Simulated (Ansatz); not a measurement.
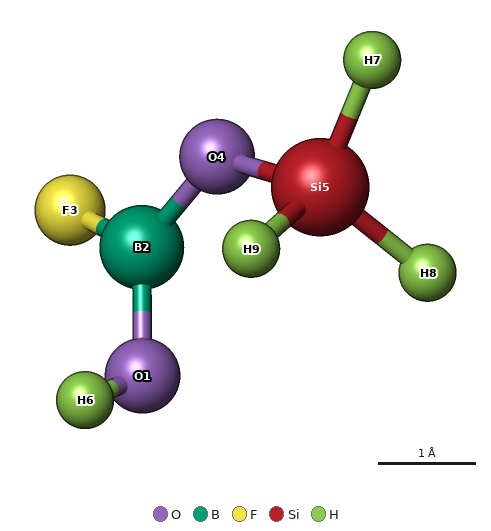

Fig. 1: The structure (ball-and-stick view, seen at a tilt; atoms are numbered from 1 in the order of the input). Bond lengths as drawn: B–F 1.33 Å, B–O 1.36 to 1.38 Å, H–O 0.96 Å, H–Si 1.48 to 1.49 Å and O–Si 1.67 Å.

Phonon calculation of BSiH₄O₂F

BSiH₄O₂F, computed with RKS PBE0/6-31G* (Ansatz 0.2.0).

It belongs to a series of runs on one base structure; here: vibrations at the highest image of the band. Figures and captions count atoms from 1; the log counts them from 0 in places.

### Input file
```yaml
crystal:
  periodic: [false, false, false]
  atoms:
    - { symbol: O, position_ang: [-1.62936, 0.649936, 0.218179] }
    - { symbol: B, position_ang: [-0.407538, 1.284102, 0.211697] }
    - { symbol: F, position_ang: [-0.346801, 2.598131, 0.395655] }
    - { symbol: O, position_ang: [0.754054, 0.630882, -0.044806] }
    - { symbol: Si, position_ang: [0.864172, -1.003702, -0.39143] }
    - { symbol: H, position_ang: [-1.906141, 0.246547, 1.045914] }
    - { symbol: H, position_ang: [2.31161, -1.317405, -0.472112] }
    - { symbol: H, position_ang: [0.197892, -1.323291, -1.68] }
    - { symbol: H, position_ang: [0.250614, -1.811401, 0.699801] }
basis:
  gaussian: { orbitals: "6-31G*" }
hamiltonian:
  xc: pbe0
phonons: {}
```

Machine: 2 threads of AMD EPYC (Zen 4), 16 GiB of memory available, shared host.

Command:
```bash
ansatz run input.yaml --threads 2 --pin off --max-ram 3072MiB --backend cpu --events-out ev --progress --plain --runs-dir out
```

### The program's output
```
Engine: ansatz 0.2.0, x86_64-unknown-linux-gnu
Functional definition: PBE0
  parameter a = 0.25
  parameter kappa = 0.804
  parameter beta = 0.06672455060314922
  exchange = (1 - a)*pbe_x(kappa = kappa, mu = beta*pi^2/3) + a*exact_x
  correlation = pbe_c(beta = beta)
878 factors; integrals over basis functions are off by at most 7.3e-4 eV
mean field evaluation 1: about -15417.1270 eV, gradient 6.0e1 eV
mean field evaluation 2: about -15411.5675 eV, gradient 8.2e1 eV
mean field evaluation 4: about -15422.8777 eV, gradient 3.1e0 eV
mean field evaluation 8: about -15422.9185 eV, gradient 1.8e-1 eV
mean field -15422.91856299 eV, -566.7818031602 hartree, gradient 3.6e-5 eV, S^2 0.000000; 0 other end points of the search recorded, 0 dependent functions left out
the calculation of the forces begins
reference -15422.91858658 eV, -566.7818040273 hartree; 24, 24 occupied and 63, 63 virtual orbitals, 878 factors
these checks for a lower state are left out or cut short: stability, starts, cluster_reference, orbital_swaps, neighbouring_geometries, increment
878 factors; integrals over basis functions are off by at most 7.3e-4 eV
mean field evaluation 16: about -15422.8927 eV, gradient 1.7e-1 eV
mean field -15422.91843852 eV, -566.7817985860 hartree, gradient 1.7e-6 eV, S^2 0.000000; 0 other end points of the search recorded, 0 dependent functions left out
[... from here on the field's lines of each further geometry are left out, up to the last ...]
the calculation of the forces begins
reference -15422.91855682 eV, -566.7818029335 hartree; 24, 24 occupied and 63, 63 virtual orbitals, 878 factors
these checks for a lower state are left out or cut short: stability, starts, cluster_reference, orbital_swaps, neighbouring_geometries, increment
878 factors; integrals over basis functions are off by at most 7.3e-4 eV
mean field -15422.91852476 eV, -566.7818017554 hartree, gradient 2.7e-6 eV, S^2 0.000000; 0 other end points of the search recorded, 0 dependent functions left out
the calculation of the forces begins
reference -15422.91854836 eV, -566.7818026225 hartree; 24, 24 occupied and 63, 63 virtual orbitals, 878 factors
WARN: phonons: modes at or below zero, which the zero-point energy, F, S and C_V leave out: 1, the lowest at -523.24 cm⁻¹. A minimum has none, and a first-order saddle one
Total energy: -15422.91858658 eV, -566.7818040273 hartree
Atom 0 at    -1.629360     0.649936     0.218179 Å, force    -0.003666    -0.001617    -0.005841 eV/Å
Atom 1 at    -0.407538     1.284102     0.211697 Å, force     0.003844     0.005659     0.004680 eV/Å
Atom 2 at    -0.346801     2.598131     0.395655 Å, force     0.001100    -0.000249    -0.002263 eV/Å
Atom 3 at     0.754054     0.630882    -0.044806 Å, force    -0.007284    -0.008869    -0.002422 eV/Å
Atom 4 at     0.864172    -1.003702    -0.391430 Å, force    -0.005577    -0.000705     0.017835 eV/Å
Atom 5 at    -1.906141     0.246547     1.045914 Å, force     0.003157     0.001660     0.003109 eV/Å
Atom 6 at     2.311610    -1.317405    -0.472112 Å, force    -0.001055     0.002884    -0.012314 eV/Å
Atom 7 at     0.197892    -1.323291    -1.680000 Å, force     0.011037     0.002480    -0.004456 eV/Å
Atom 8 at     0.250614    -1.811401     0.699801 Å, force    -0.001557    -0.001243     0.001673 eV/Å
Dipole moment:    -0.093963    -0.437023     0.243140 e Å
Vibrations: -523.24 113.16 116.96 135.04 415.11 492.13 590.42 713.53 723.77 778.20 913.11 953.26 958.21 981.64 1011.11 1417.71 1448.31 2259.85 2286.95 2301.21 3904.54 cm⁻¹, zero-point energy 1.395703 eV
```

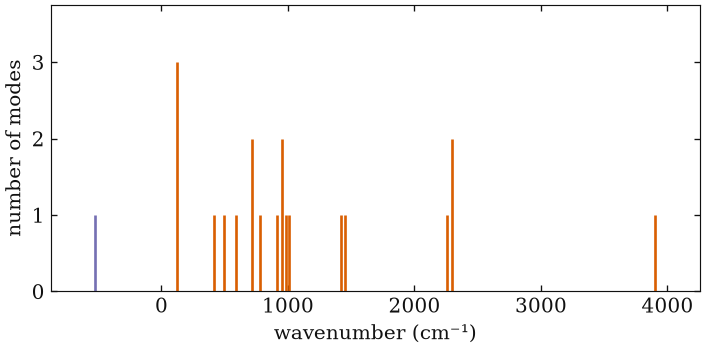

Fig. 2: Harmonic vibrational wavenumbers from the force constants; neighbouring modes closer than 20 cm⁻¹ are counted in one stick, and imaginary ones are drawn at negative wavenumbers. 21 modes from 523i to 3905 cm⁻¹, 1 imaginary beyond 8i (523i cm⁻¹): a first-order saddle point, if the geometry is stationary.

### Key numbers

- outcome: converged
- total energy: −15422.9186 eV
- mean-field energy: −15422.9186 eV
- largest force (length of the vector): 0.019 eV/Å
- wall time: 45 s (CPU time 86 s)
- peak memory: 0.21 GiB
